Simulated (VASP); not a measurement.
Band structure of GeSe$_{2}$ (space group I-42d). Level of theory: PBEsol GGA, VASP's PBE PAW potentials (set 64) (plane waves; VASP).

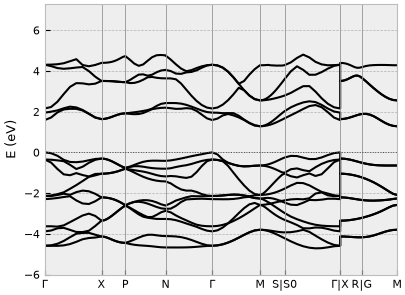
Figure: Bands along high-symmetry lines, zero at the valence-band maximum or, without a gap, the Fermi level

Question: Read the plot: is there a gap, and where are the band edges?

Answer: The gap is indirect, 1.28 eV, from the valence maximum at Γ to the conduction minimum at M. (Edges off the drawn lines would not show.)

The structure comes from a computed database's GeSe2 entry (I-42d); how it stands against other phases isn't given here. It was relaxed first, which changed the volume by -6 %.
